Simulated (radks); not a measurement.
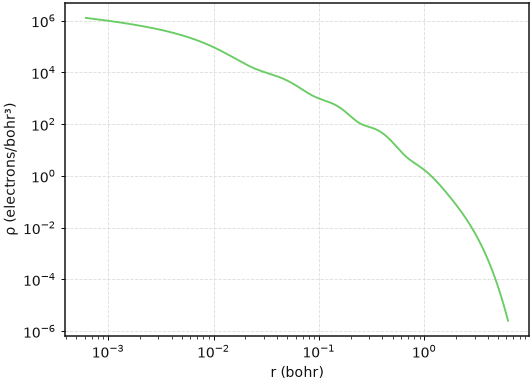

System: Z = 81.6 with 80 electrons, configuration [Xe] 4f14 5d10 6s2. Computed with the in-house radial solver radks: Dirac Kohn-Sham, PBE, spin-unpolarised, spherical densities, point nucleus.

```
Z 81.6
configuration [Hg]
relativity Dirac
functional pbe,pbe
spin unpolarised
j_filling energy
nucleus point
c 137.035999084
```

The plot shows the electron density ρ(r) on a logarithmic scale.

What does the plot show?

Answer. The density falls from 1.3×10⁶ electrons/bohr³ at the inner end (r = 0.00061 bohr) to 0.001 at r = 3.79 bohr, a common measure of the size of an atom or ion. The highest occupied orbital, 6s (⟨r⟩ = 2.25 bohr, −22.8 eV), is also the most diffuse and sets the fall-off far out: over the last part drawn ln ρ falls by 2.5 per bohr, against 2√(−2ε) = 2.6 for the pure exponential. The steps in the slope mark the shells; the radial density has its minima at 0.021, 0.088 and 0.25 bohr.
